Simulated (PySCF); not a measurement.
Si(H)(Vi)3, C6H10Si, SMILES C=C[SiH](C=C)C=C at its GFN2-xTB optimised geometry (Å):

```
17

Si    -0.7131    -1.2979     0.0000
C      1.1767    -1.2979     0.0000
C      1.9367    -1.7890    -0.9653
C     -1.3207    -2.2080     1.5413
C     -1.4213    -1.6698     2.7466
C     -1.2911     0.5021     0.0000
C     -2.3760     0.9513     0.6109
H     -1.2225    -1.9881    -1.1980
H      1.6673    -0.8598     0.8627
H      1.5093    -2.2393    -1.8467
H      3.0160    -1.7680    -0.9279
H     -1.5876    -3.2520     1.4255
H     -1.1714    -0.6365     2.9283
H     -1.7603    -2.2266     3.6080
H     -0.6881     1.2110    -0.5566
H     -2.6773     1.9881     0.5783
H     -3.0160     0.2954     1.1793
```

Method: B3LYP/def2-SVP run with PySCF 2.14.0. Cells within 0.4 Å of a nucleus heavier than hydrogen are left out (blank, or x).

Map of the log10 of the electron density (e/bohr³), floored at −4 on the plane z = 0.0 Å:

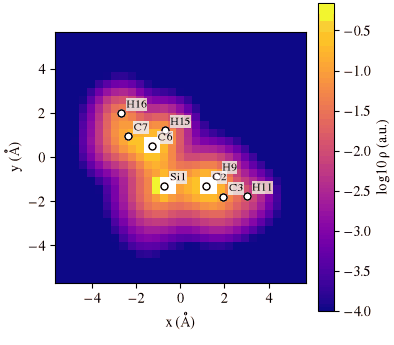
Log10 of the electron density (e/bohr³), floored at −4 on the plane z = 0.0 Å.
